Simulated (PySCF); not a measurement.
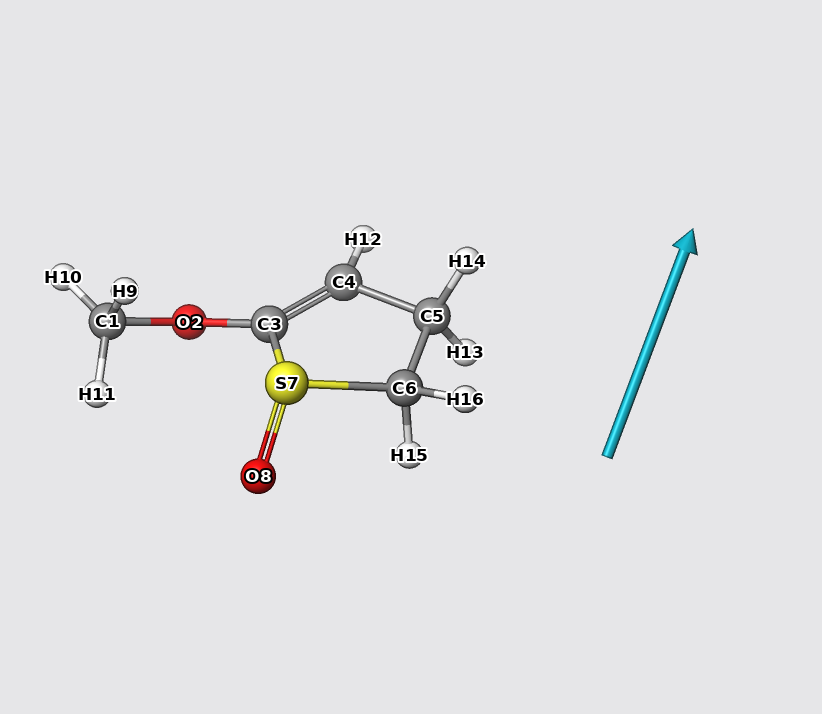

The arrow beside the molecule shows the direction of the dipole moment, from the negative to the positive end (its length means nothing). Geometry: a frame of a GFN2-xTB molecular-dynamics simulation, not a minimum. Properties computed with PBE0/pcSseg-1, gas phase (PySCF 2.14.0).

How large is the dipole moment?

3.06 D; it points from the side of O8 to the side of H14 (the outermost atoms at the two ends).
